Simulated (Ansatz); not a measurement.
# Tunnelling across a broken Ir chain: predicting one gap

**Method.** Ansatz 0.2.0, plane waves with PAW datasets at the program's default cutoffs, Fermi-Dirac smearing of 0.05 eV, chains in boxes 7.5 Å wide or more, moments seeded when the perfect chain is relaxed. PBE, no spin-orbit coupling; one bond is opened by s Å beyond its relaxed length, the other atoms of a straight cell of 12 kept, with parallel moments across the gap, and the conductance taken at 300 K.

| run | G (G₀) | largest error term (%) | s | ln G |
| --- | --- | --- | --- | --- |
| +1.2 Å | 1.059 | 5 | 1.2 | 0.05718 |
| +1.8 Å | 0.4292 | 3 | 1.8 | −0.8459 |
| +2.5 Å | 0.1193 | 7 | 2.5 | −2.127 |
| +3.3 Å | 0.02249 | 10 | 3.3 | −3.795 |

One run is withheld: run = +4.2 Å, with s = 4.2. Fit a straight line ln G = a + b × s to the 4 rows shown and predict it.

**Fit.** The means are 2.2 for s and −1.677 for ln G. The sum of products of deviations is −4.531 and the sum of squares in s is 2.46, so b = −4.531 / 2.46 = −1.842 and a = −1.677 − (−1.842) × 2.2 = 2.374. The residuals' standard deviation, with 2 degrees of freedom, is σ = 0.14.

**Prediction.** ln G = 2.374 + (−1.842) × 4.2 = −5.361, that is 0.0047 G₀. The run gave 0.00313 G₀ (ln G = −5.768), so the prediction less the run is +0.41. The standard error of a prediction there, σ√(1 + 1/4 + (4.2 − 2.2)²/2.46), is 0.24, and the miss is 1.7 times that, for a point outside the fitted range. With so few rows σ is itself uncertain.

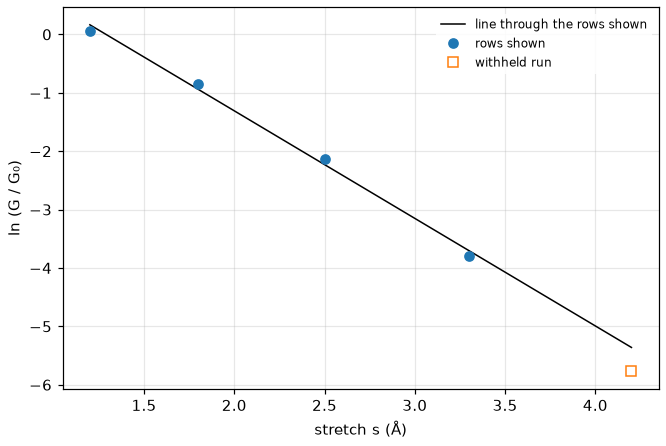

The fitted line, the rows shown and the withheld run.

**Limits.** Between neighbouring runs the slope of ln G lies between −2.19 and −1.51 per Å, so one exponential is an approximation; it is flattest at the narrowest gap, nearest to contact. Error terms (up to 14 %, withheld run included) bound how much a small miss can mean. No image potential, spin-orbit coupling or relaxation; a bent or dimerised chain may be lower in energy. Series of this kind are told only where this holds: one magnetic state in all runs, error terms under 60 %, and the runs' own leads conduct as the perfect chain does. 36 of 42 did.
